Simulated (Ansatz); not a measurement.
**Work function of Pd(110): what the settings cost and change**

Aim: the numerical settings behind the work function of Pd(110), with the cost of each.

Main program and level: Ansatz 0.2.0; plane-wave DFT, PBE, Ansatz PAW.

**What experiment says.**

“Anisotropic work function of elemental crystals” (2019, arxiv:1902.07811) quotes from earlier work for Pd (clean (110) face, a compiled value): work function (clean (110) face, a compiled value) 5.07 eV.

**1. The starting structure**

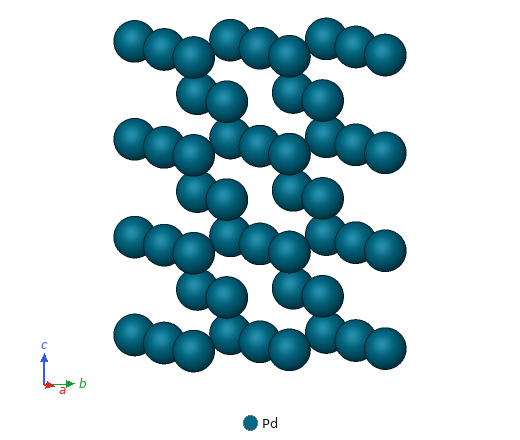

Start, viewed from the side, with the c axis up; palladium blue. 2×2×1 cells are drawn. Some periodic images of atoms are drawn too.

The cell holds 7 atoms: 7 Pd. Its edges and angles: a = 3.890 Å, b = 2.751 Å, c = 26.252 Å, α = 90.0°, β = 90.0°, γ = 90.0°. Vacuum lies along c.

**2. Run, setting cutoff 200 eV**

A work function rests on the faint tail of the density, so the SCF threshold is tight. The cutoff is raised first; then mesh and smearing are varied at the default cutoff.

The input, input.yaml:

```yaml
crystal:
  lattice:
    - [3.89, 0.0, 0.0]
    - [0.0, 2.7506453788, 0.0]
    - [0.0, 0.0, 26.2519361364]
  atoms:
    - { symbol: Pd, position: [0.0, 0.0, 0.3428318564] }
    - { symbol: Pd, position: [0.5, 0.5, 0.3952212376] }
    - { symbol: Pd, position: [0.0, 0.0, 0.4476106188] }
    - { symbol: Pd, position: [0.5, 0.5, 0.5] }
    - { symbol: Pd, position: [0.0, 0.0, 0.5523893812] }
    - { symbol: Pd, position: [0.5, 0.5, 0.6047787624] }
    - { symbol: Pd, position: [0.0, 0.0, 0.6571681436] }
kpoints:
  mp_grid: { grid: [11, 15, 1] }
hamiltonian:
  xc: pbe
scf:
  occupations: { method: fermi_dirac, width: 0.1 }
  convergence: { dr2_threshold: 1.0e-09 }
efield:
  axis: 3
  dipole_correction: true
  ramp_position: 0.97
  ramp_width: 0.06
basis:
  ecutwfc: "200 eV"
output:
  write_potential: true
  write_density: true
  volumetric_format: npy
  elf: true
```

The run is started by

```bash
$ ansatz run input.yaml --threads 2 --pin off --max-ram 3072MiB --backend cpu --events-out ev --progress --plain --runs-dir out
```

Numbers of over 12 decimals in the logs are rounded to 6 here.

The log of the run:

```text
Warning: basis.ecutwfc = 200 eV is below the records' recommended 420 eV, and the density's cutoff is lower with it unless basis.ecutrho_ratio is high enough to keep the records' density cutoff: compare with a run at a higher cutoff
Engine: ansatz 0.2.0, x86_64-unknown-linux-gnu
Pseudopotentials: kind: paw
Pseudopotential: Pd, paw, valence charge 18, recommended cutoff 420 eV (normal), Pd.paw.azcp
Functional definition: PBE
  parameter kappa = 0.804
  parameter beta = 0.066725
  exchange = pbe_x(kappa = kappa, mu = beta*pi^2/3)
  correlation = pbe_c(beta = beta)
Crystal: 7 atoms, lattice volume = 280.896 Å³
Basis set: ecut = 200 eV, 1831 PW (Γ)
Bands: 76, of which v1, the nominal top of the filled ones, is band 63 counted from 1 (62 counted from 0)
Symmetry: 4 space group operations
k-points: 48 of 165
Non-local potential: Pd, projectors of the file, l = 0: 2, l = 1: 2, l = 2: 2, l = 3: 1
PAW form: soft (Blöchl's): semilocal exchange-correlation on the pseudo side does not see the compensation charge
PAW one-centre angular grid: Pd, 590 points (default); XC on 64 Gauss nodes
Initial density: superposition of atomic densities (neutral atoms: chi_scale 0, normalization atom), corrected by the library's trained network
Initial wavefunctions: pseudopotential atomic-orbital guess
Functional: x = pbe(κ = 0.804, μ = 0.219515), c = pbe(β = 0.066725)
SCF iter   1: F=—  HF=-48731.481687 eV  |F-HF|=—  |Δ(HF+E_count)|=         —  Δρ=1.15e-1  dr2=2.59e1  ethr=1.77e-3  p=0.000 e·Å  D=7.40e-14 V/Å  ΔV_dip=-0.00 eV  dr2_dipole=8.36e-9  V_vac-E_F(+/−)=3.60/3.60 eV  ⟨swp⟩=6.4  Hψ=13299  notcnv=0  defer=76
efield: sawtooth ramp at fractional position 0.9700 (set: `efield.ramp_position`, or a place that a band, a saddle search or an elastic batch's reference lends), width 0.0600; the density the first Hamiltonian is built on has a dipole p = 0.000 e·Å; the dipole correction subtracts the counter field D = 7.40e-14 V/Å, which shifts the + side's vacuum level by -0.00 eV against the − side's; the planar-averaged density in the ramp window peaks in size at 5.3e-5 e/Å³
preconditioner: auto → LDOS  [metal: Δε(μ)=0.004 eV  Ē_g=6.373 eV  σ=0.100 eV  W_gap=0.01  n_scr=58 (ndim 8)  ℏωp=18.5 eV  f_vac=0.581  D(μ)=15.94/eV (n_scr^D=162)  β→1.0]
SCF iter   2: F=—  HF=-48733.900839 eV  |F-HF|=—  |Δ(HF+E_count)|=    2.42e0  Δρ=1.17e-1  dr2=3.42e1  ethr=1.77e-3  p=0.000 e·Å  D=1.17e-4 V/Å  ΔV_dip=-0.00 eV  dr2_dipole=3.08e-7  V_vac-E_F(+/−)=5.97/5.97 eV  ⟨swp⟩=3.1  Hψ=9888  notcnv=0  defer=145
SCF iter   3: F=—  HF=-48723.340191 eV  |F-HF|=—  |Δ(HF+E_count)|=    1.06e1  Δρ=9.81e-3  dr2=5.47e-1  ethr=1.77e-3  p=0.000 e·Å  D=3.94e-5 V/Å  ΔV_dip=-0.00 eV  dr2_dipole=2.04e-7  V_vac-E_F(+/−)=5.93/5.93 eV  ⟨swp⟩=3.0  Hψ=9307  notcnv=0  defer=203
SCF iter   4: F=—  HF=-48723.274023 eV  |F-HF|=—  |Δ(HF+E_count)|=   6.62e-2  Δρ=4.53e-3  dr2=8.26e-2  ethr=4.34e-4  p=0.000 e·Å  D=1.80e-5 V/Å  ΔV_dip=-0.00 eV  dr2_dipole=1.70e-7  V_vac-E_F(+/−)=5.62/5.62 eV  ⟨swp⟩=2.2  Hψ=6208  notcnv=0  defer=165
SCF iter   5: F=—  HF=-48723.256646 eV  |F-HF|=—  |Δ(HF+E_count)|=   1.74e-2  Δρ=1.06e-3  dr2=1.18e-2  ethr=6.56e-5  p=0.000 e·Å  D=1.28e-5 V/Å  ΔV_dip=-0.00 eV  dr2_dipole=1.54e-7  V_vac-E_F(+/−)=5.67/5.68 eV  ⟨swp⟩=2.0  Hψ=5492  notcnv=0  defer=165
SCF iter   6: F=—  HF=-48723.255775 eV  |F-HF|=—  |Δ(HF+E_count)|=   8.71e-4  Δρ=5.73e-4  dr2=4.51e-3  ethr=9.36e-6  p=0.000 e·Å  D=1.20e-6 V/Å  ΔV_dip=-0.00 eV  dr2_dipole=2.83e-13  V_vac-E_F(+/−)=5.63/5.63 eV  ⟨swp⟩=2.0  Hψ=5405  notcnv=0  defer=165
SCF iter   7: F=—  HF=-48723.255216 eV  |F-HF|=—  |Δ(HF+E_count)|=   5.59e-4  Δρ=2.86e-4  dr2=4.33e-4  ethr=3.58e-6  p=0.000 e·Å  D=1.40e-6 V/Å  ΔV_dip=-0.00 eV  dr2_dipole=3.45e-10  V_vac-E_F(+/−)=5.60/5.60 eV  ⟨swp⟩=2.0  Hψ=5168  notcnv=0  defer=165
SCF iter   8: F=—  HF=-48723.255318 eV  |F-HF|=—  |Δ(HF+E_count)|=   1.02e-4  Δρ=1.72e-4  dr2=1.68e-4  ethr=3.44e-7  p=0.000 e·Å  D=8.14e-7 V/Å  ΔV_dip=-0.00 eV  dr2_dipole=1.26e-13  V_vac-E_F(+/−)=5.59/5.59 eV  ⟨swp⟩=2.0  Hψ=5002  notcnv=0  defer=165
SCF iter   9: F=—  HF=-48723.255363 eV  |F-HF|=—  |Δ(HF+E_count)|=   4.48e-5  Δρ=7.13e-5  dr2=3.17e-5  ethr=1.33e-7  p=-0.000 e·Å  D=-5.72e-7 V/Å  ΔV_dip=0.00 eV  dr2_dipole=3.60e-11  V_vac-E_F(+/−)=5.58/5.58 eV  ⟨swp⟩=2.3  Hψ=5074  notcnv=0  defer=165
SCF iter  10: F=—  HF=-48723.255363 eV  |F-HF|=—  |Δ(HF+E_count)|=   2.19e-7  Δρ=2.07e-5  dr2=1.72e-6  ethr=2.51e-8  p=-0.000 e·Å  D=-3.29e-7 V/Å  ΔV_dip=0.00 eV  dr2_dipole=3.45e-10  V_vac-E_F(+/−)=5.58/5.58 eV  ⟨swp⟩=1.5  Hψ=3786  notcnv=0  defer=165
SCF iter  11: F=—  HF=-48723.255381 eV  |F-HF|=—  |Δ(HF+E_count)|=   1.80e-5  Δρ=5.24e-6  dr2=1.04e-7  ethr=1.36e-9  p=-0.000 e·Å  D=-1.90e-7 V/Å  ΔV_dip=0.00 eV  dr2_dipole=2.65e-10  V_vac-E_F(+/−)=5.58/5.59 eV  ⟨swp⟩=2.7  Hψ=7174  notcnv=0  defer=165
SCF iter  12: F=—  HF=-48723.255381 eV  |F-HF|=—  |Δ(HF+E_count)|=   1.93e-7  Δρ=2.16e-6  dr2=2.62e-8  ethr=8.23e-11  p=0.000 e·Å  D=7.63e-8 V/Å  ΔV_dip=-0.00 eV  dr2_dipole=1.47e-10  V_vac-E_F(+/−)=5.58/5.59 eV  ⟨swp⟩=2.5  Hψ=6790  notcnv=0  defer=165
SCF iter  13: F=—  HF=-48723.255381 eV  |F-HF|=—  |Δ(HF+E_count)|=   2.17e-9  Δρ=1.29e-6  dr2=1.07e-8  ethr=2.08e-11  p=-0.000 e·Å  D=-1.37e-7 V/Å  ΔV_dip=0.00 eV  dr2_dipole=1.06e-10  V_vac-E_F(+/−)=5.58/5.59 eV  ⟨swp⟩=2.2  Hψ=4858  notcnv=0  defer=165
SCF iter  14: F=—  HF=-48723.255381 eV  |F-HF|=—  |Δ(HF+E_count)|=  2.76e-10  Δρ=6.33e-7  dr2=3.29e-9  ethr=8.46e-12  p=0.000 e·Å  D=1.03e-7 V/Å  ΔV_dip=-0.00 eV  dr2_dipole=5.03e-11  V_vac-E_F(+/−)=5.58/5.59 eV  ⟨swp⟩=2.4  Hψ=4881  notcnv=0  defer=165
SCF iter  15: F=-48723.255381 eV  HF=-48723.255381 eV  |F-HF|=3.57e-10  |Δ(HF+E_count)|=  3.71e-10  Δρ=3.19e-7  dr2=5.14e-10  ethr=1.00e-12  p=-0.000 e·Å  D=-1.68e-8 V/Å  ΔV_dip=0.00 eV  dr2_dipole=1.37e-12  V_vac-E_F(+/−)=5.58/5.59 eV  ⟨swp⟩=10.2  Hψ=11932  notcnv=0
WARN: efield: at this solve's end the planar-averaged density reaches 1.29e-4 e/Å³ inside the ramp window [0.9319, 0.0681] (bound 1e-5 e/Å³); by the running means of the window's planes the mean density over a ramp is at most 1.10e-4 e/Å³, which is held to the bound (the quickstart, § The vacuum guard, A window that rings); the window's nearer edge stands 7.21 Å from this solve's nearest atom along the axis. Its work [...]
SCF 1 converged in 15 iterations: F = -48723.255381 eV  dr2 = 5.14e-10
  greatest PAW one-centre occupation: 1.049 electrons in one spin orbital (limit 2), on the Pd atom at site 6 (counted from 0), in its partial waves of l = 1
WARN: The output density's exchange-correlation potential varies sharply where the density is thin. Do not read a vacuum level from v_tot or v_xc, or from such a field of the output density. On a cell that repeats whose density bears no net charge and no dipole along the vacuum's axis use v_es (v_loc + v_h of the components); under efield.dipole_correction with no amplitude use v_es + v_field, which holds any externa [...]
SCF converged after 15 iterations
Free energy (F): -48723.255381 eV
Harris-Foulkes:  -48723.255381 eV  (|F-HF|=3.57e-10)
Internal energy: -48722.748176 eV  (E = F + TS)
E sigma→0 (E₀):  -48723.001779 eV
Entropy (-TS):   -0.507205 eV (-72.458 meV/atom)
Fermi energy:    3.761228 eV
Dipole field:    D = -0.000001 V/Å  (p = -0.000002 e·Å, saw-weighted, corrected)
Work function:   Φ+ = 5.5820 eV (in doubt: plateau slope 3.1e-2 eV/Å)   Φ− = 5.5865 eV (in doubt: plateau slope 2.7e-2 eV/Å)
Levels:          The Fermi level and band energies are counted from a zero that moves with the ramp; work functions are not
Vacuum region:   at the solve's end the planar-averaged density reaches 1.29e-4 e/Å³ inside the ramp window [0.9319, 0.0681] (bound 1e-5 e/Å³); by the running means of the window's planes the mean density over a ramp is at most 1.10e-4 e/Å³, which is held to the bound (the quickstart, § The vacuum guard, A window that rings)
--- Per-component energies (eV) ---
  E_band       = -3024.565634
  E_kinetic    = 3852.851098
  E_local      = -248977.344039  (includes V_loc(G=0)·N_el)
  E_nonlocal   = 1276.163464
  E_hartree    = 122318.379668
  E_xc         = -1233.975446
  E_vxc        = -1549.891688  (∫ρ·V_xc dr)
  E_paw        = -26178.549184  (= ΣΔE_a)
  E_vpaw       = -2263.206968  (= ΣTr[D̂ρ^β])
  E_aug_tail   = 0.106361  (compensation charges beyond the density's cutoff)
  E_efield     = 0.000000  (sawtooth field / dipole correction)
  E_vefield    = 0.000000  (∫n·V_field dr)
  E_ewald      = 100219.619903
  E_smearing   = -0.507205  (= −TS)
  E_closure    = 0.000000  (closes the sum)
  Σ components = -48723.255381   (vs F -48723.255381, Δ=0.00e0)
--- Band table (eV; the first three rows and the last of 48) ---
  k-point 0: bands = [... 59 lower, 3.2883, 3.3199, 3.4865, 3.5482, 3.6658, 3.7692, 3.8886, 4.6122, ... 9 higher]
  k-point 1: bands = [... 59 lower, 3.2311, 3.3736, 3.3993, 3.5323, 3.5656, 3.7162, 3.7696, 4.7195, ... 9 higher]
  k-point 2: bands = [... 59 lower, 3.0536, 3.3165, 3.3526, 3.3731, 3.6041, 3.6850, 3.7957, 4.9373, ... 9 higher]
  k-point 47: bands = [... 59 lower, 3.7476, 3.8803, 3.8858, 4.0480, 6.1034, 6.5644, 7.8442, 8.3728, ... 9 higher]
```

The job ended after 28 s (2 threads of Intel Xeon 6975P-C (Granite Rapids), shared host; peak memory 0.64 GiB; 54 s of CPU time).

In the SCF lines HF is the Harris–Foulkes energy and dr2 the Hartree energy of the density residual, in eV; the loop may stop once dr2 is under the threshold and the program's other checks hold. Hψ counts applications of the Hamiltonian.

Numbers from this step:

```yaml
energy_at_zero_smearing: -48723.0018 eV
work_function_upper_face: 5.582 eV
```

Running mean over 1.375 Å of the planar mean; the ramp of the sawtooth is left out. Table of electron's electrostatic potential energy less the Fermi level by z:

```tsv
z (Å)	electron's electrostatic potential energy less the Fermi level (eV)
4	5.46
5	5.38
6	5.25
7	4.89
8	1.25
9	-6.99
10	-8.13
11	-8.30
12	-8.33
13	-8.33
14	-8.34
15	-8.32
16	-8.19
17	-7.68
18	-1.14
19	4.61
20	5.20
21	5.35
22	5.45
23	5.51
```

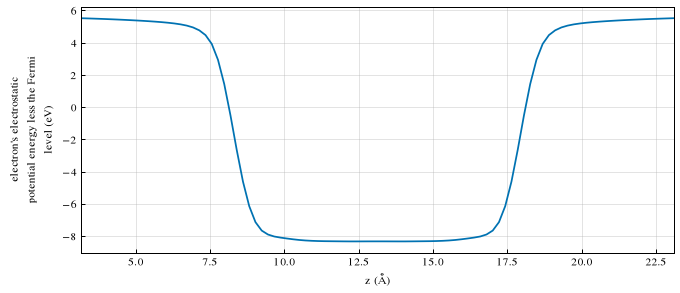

Electron's electrostatic potential energy less the Fermi level, plotted against z.

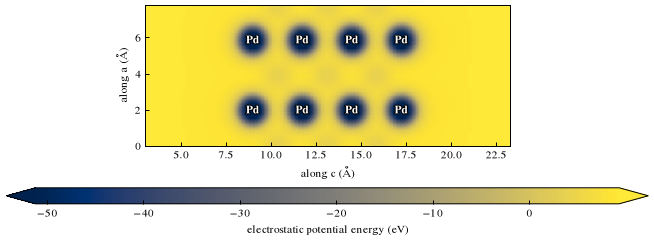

Electrostatic potential energy in the ca plane at fractional y = 0.000, with atoms of Pd within 0.2 Å of it. With pseudopotentials it is smooth inside the atoms' cores, unlike the true potential. The map starts off the cell's origin, so that atoms lie inside it. The far vacuum is left out of the map.

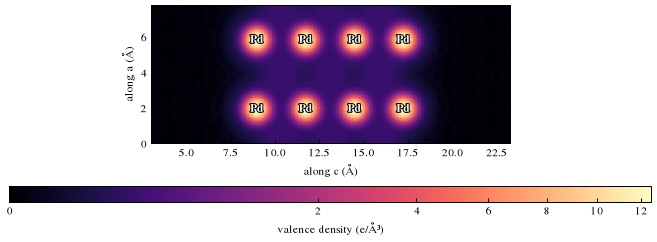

Valence density in the ca plane at fractional y = 0.000, with atoms of Pd within 0.2 Å of it. It is the smooth field of the valence electrons, not physical close to the nuclei. The map starts off the cell's origin, so that atoms lie inside it. The colour scale is stretched toward low values. The far vacuum is left out of the map.

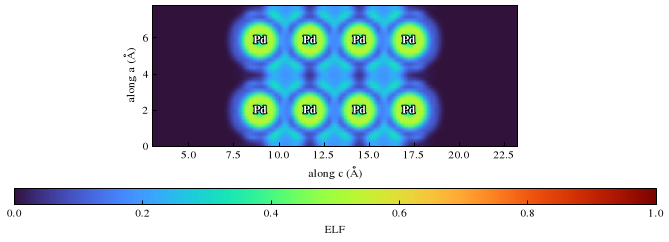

ELF in the ca plane at fractional y = 0.000, with atoms of Pd within 0.2 Å of it. It is the smooth field of the valence electrons, not physical close to the nuclei. The map starts off the cell's origin, so that atoms lie inside it. The far vacuum is left out of the map.

The work function is 5.582 eV. The program marks this work function as in doubt.

**3. Run**

input.yaml: that of step 2 with these lines changed.

```diff
@@ -26,3 +26,3 @@
 basis:
-  ecutwfc: "200 eV"
+  ecutwfc: "300 eV"
 output:
@@ -31,2 +31 @@
   volumetric_format: npy
-  elf: true
```

The log of the run:

```text
[...]
Crystal: 7 atoms, lattice volume = 280.896 Å³
Basis set: ecut = 300 eV, 3331 PW (Γ)
Bands: 76, of which v1, the nominal top of the filled ones, is band 63 counted from 1 (62 counted from 0)
Symmetry: 4 space group operations
k-points: 48 of 165
[...]
k-point 0: bands = [... 59 lower, 3.7740, 3.8048, 3.8369, 4.0784, 4.0870, 4.2523, 4.4405, 4.8700, ... 9 higher]
  k-point 1: bands = [... 59 lower, 3.6557, 3.9080, 3.9263, 3.9280, 3.9996, 4.2952, 4.3738, 4.9408, ... 9 higher]
  k-point 2: bands = [... 59 lower, 3.4914, 3.8204, 3.8565, 3.8598, 4.0243, 4.2425, 4.4525, 5.1322, ... 9 higher]
  k-point 47: bands = [... 59 lower, 4.1829, 4.2143, 4.3193, 4.3577, 5.9711, 6.4333, 7.8413, 8.3603, ... 9 higher]
[key lines of the parts left out:]
SCF converged after 12 iterations
Free energy (F): -48806.675341 eV
Fermi energy:    4.211554 eV
Dipole field:    D = 0.000000 V/Å  (p = 0.000000 e·Å, saw-weighted, corrected)
Work function:   Φ+ = 4.8475 eV   Φ− = 4.8476 eV
```

The job ended after 56 s (2 threads; peak memory 0.89 GiB; 1.7 min of CPU time).

The work function is 4.847 eV, -0.735 eV from the run “cutoff 200 eV”, at 1.9 times its CPU time.

**4. Slab**

input.yaml: that of step 3 with these lines changed.

```diff
@@ -26,3 +26,3 @@
 basis:
-  ecutwfc: "300 eV"
+  ecutwfc: "420 eV"
 output:
```

The log of the run:

```text
[...]
Crystal: 7 atoms, lattice volume = 280.896 Å³
Basis set: ecut = 420 eV, 5495 PW (Γ)
Bands: 76, of which v1, the nominal top of the filled ones, is band 63 counted from 1 (62 counted from 0)
Symmetry: 4 space group operations
k-points: 48 of 165
[...]
k-point 0: bands = [... 59 lower, 3.7888, 3.8234, 3.8493, 4.0933, 4.1030, 4.2762, 4.4648, 4.8765, ... 9 higher]
  k-point 1: bands = [... 59 lower, 3.6694, 3.9264, 3.9379, 3.9452, 4.0175, 4.3164, 4.3945, 4.9441, ... 9 higher]
  k-point 2: bands = [... 59 lower, 3.5033, 3.8340, 3.8714, 3.8764, 4.0338, 4.2578, 4.4700, 5.1344, ... 9 higher]
  k-point 47: bands = [... 59 lower, 4.1935, 4.2263, 4.3296, 4.3674, 5.9576, 6.4203, 7.8318, 8.3484, ... 9 higher]
[key lines of the parts left out:]
SCF converged after 12 iterations
Free energy (F): -48807.971933 eV
Fermi energy:    4.224308 eV
Dipole field:    D = 0.000000 V/Å  (p = 0.000000 e·Å, saw-weighted, corrected)
Work function:   Φ+ = 4.8363 eV   Φ− = 4.8363 eV
```

Run time: 88 s. Hardware: 2 threads; peak memory 1.3 GiB.

The work function is 4.836 eV, -0.746 eV from the run “cutoff 200 eV”, at 3.1 times its CPU time.

**5. Slab**

input.yaml: that of step 4 with these lines changed.

```diff
@@ -26,3 +26,3 @@
 basis:
-  ecutwfc: "420 eV"
+  ecutwfc: "600 eV"
 output:
```

The log of the run:

```text
[...]
Crystal: 7 atoms, lattice volume = 280.896 Å³
Basis set: ecut = 600 eV, 9449 PW (Γ)
Bands: 76, of which v1, the nominal top of the filled ones, is band 63 counted from 1 (62 counted from 0)
Symmetry: 4 space group operations
k-points: 48 of 165
[...]
k-point 0: bands = [... 59 lower, 3.7885, 3.8233, 3.8489, 4.0929, 4.1026, 4.2760, 4.4645, 4.8760, ... 9 higher]
  k-point 1: bands = [... 59 lower, 3.6691, 3.9263, 3.9375, 3.9449, 4.0171, 4.3161, 4.3942, 4.9436, ... 9 higher]
  k-point 2: bands = [... 59 lower, 3.5031, 3.8336, 3.8712, 3.8761, 4.0333, 4.2574, 4.4696, 5.1338, ... 9 higher]
  k-point 47: bands = [... 59 lower, 4.1932, 4.2261, 4.3292, 4.3671, 5.9571, 6.4198, 7.8311, 8.3477, ... 9 higher]
[key lines of the parts left out:]
SCF converged after 12 iterations
Free energy (F): -48807.991266 eV
Fermi energy:    4.223983 eV
Dipole field:    D = -0.000000 V/Å  (p = -0.000000 e·Å, saw-weighted, corrected)
Work function:   Φ+ = 4.8359 eV   Φ− = 4.8359 eV
```

Run time: 2.5 min. Hardware: 2 threads; peak memory 1.9 GiB.

The work function is 4.836 eV, -0.000 eV from the run “cutoff 420 eV”, at 1.7 times its CPU time.

**6. Slab**

input.yaml: that of step 5 with these lines changed.

```diff
@@ -14,3 +14,3 @@
 kpoints:
-  mp_grid: { grid: [11, 15, 1] }
+  mp_grid: { grid: [2, 3, 1] }
 hamiltonian:
@@ -25,4 +25,2 @@
   ramp_width: 0.06
-basis:
-  ecutwfc: "600 eV"
 output:
```

The log of the run:

```text
[...]
Crystal: 7 atoms, lattice volume = 280.896 Å³
Basis set: ecut = 420 eV, 5495 PW (Γ)
Bands: 76, of which v1, the nominal top of the filled ones, is band 63 counted from 1 (62 counted from 0)
Symmetry: 4 space group operations
k-points: 4 of 6
[...]
k-point 0: bands = [... 59 lower, 3.9202, 3.9393, 3.9413, 4.1682, 4.2649, 4.3607, 4.5659, 4.9387, ... 9 higher]
  k-point 1: bands = [... 59 lower, 4.0644, 4.1651, 4.1758, 4.1989, 4.4608, 4.4702, 4.5262, 6.4343, ... 9 higher]
  k-point 2: bands = [... 59 lower, 4.0565, 4.0685, 4.1917, 4.2252, 4.3150, 4.3208, 4.3816, 4.4649, ... 9 higher]
  k-point 3: bands = [... 59 lower, 3.8163, 3.8461, 4.0158, 4.1727, 5.4428, 5.6267, 6.6582, 7.0755, ... 9 higher]
[key lines of the parts left out:]
SCF converged after 13 iterations
Free energy (F): -48806.650530 eV
Fermi energy:    4.305585 eV
Dipole field:    D = 0.000000 V/Å  (p = 0.000001 e·Å, saw-weighted, corrected)
Work function:   Φ+ = 4.7011 eV   Φ− = 4.7011 eV
```

Elapsed: 7.8 s, on 2 threads; peak memory 0.55 GiB; 12 s of CPU time.

The work function is 4.701 eV, -0.135 eV from the run “cutoff 420 eV”, at 0.072 times its CPU time.

**7. Run**

input.yaml: that of step 6 with these lines changed.

```diff
@@ -14,3 +14,3 @@
 kpoints:
-  mp_grid: { grid: [2, 3, 1] }
+  mp_grid: { grid: [4, 5, 1] }
 hamiltonian:
```

The log of the run:

```text
[...]
Crystal: 7 atoms, lattice volume = 280.896 Å³
Basis set: ecut = 420 eV, 5495 PW (Γ)
Bands: 76, of which v1, the nominal top of the filled ones, is band 63 counted from 1 (62 counted from 0)
Symmetry: 4 space group operations
k-points: 9 of 20
[...]
k-point 0: bands = [... 59 lower, 3.8097, 3.8427, 3.8754, 4.1222, 4.1304, 4.2873, 4.4825, 4.8961, ... 9 higher]
  k-point 1: bands = [... 59 lower, 3.5080, 3.7013, 3.7730, 4.0381, 4.1337, 4.4090, 4.4718, 5.4509, ... 9 higher]
  k-point 2: bands = [... 59 lower, 4.0756, 4.1134, 4.4221, 4.4502, 4.9062, 5.0118, 5.4183, 7.0060, ... 9 higher]
  k-point 8: bands = [... 59 lower, 3.9576, 3.9715, 4.1372, 4.2257, 5.7663, 5.9371, 7.2894, 7.6687, ... 9 higher]
[key lines of the parts left out:]
SCF converged after 12 iterations
Free energy (F): -48807.867861 eV
Fermi energy:    4.263868 eV
Dipole field:    D = 0.000000 V/Å  (p = 0.000000 e·Å, saw-weighted, corrected)
Work function:   Φ+ = 4.8012 eV   Φ− = 4.8012 eV
```

Run time: 17 s. Hardware: 2 threads; peak memory 0.64 GiB; 31 s of CPU time.

The work function is 4.801 eV, -0.035 eV from the run “cutoff 420 eV”, at 0.19 times its CPU time.

(Continued in part 2 of 2.)

[Logs are printed without paths, hosts, clocks, repeated set-up lines and the standing remarks that a program may print on its own settings, such as how far it seeks lower states.]

[Hosts, paths, dates, database ids (printed as entryN), source tags and the programs' standing remarks are cut or masked in the printed files.]

[Maps of the electrostatic potential energy from Ansatz leave out the sawtooth potential of an applied field or a dipole correction, so their vacuum need not be flat; planar profiles and work functions include it.]
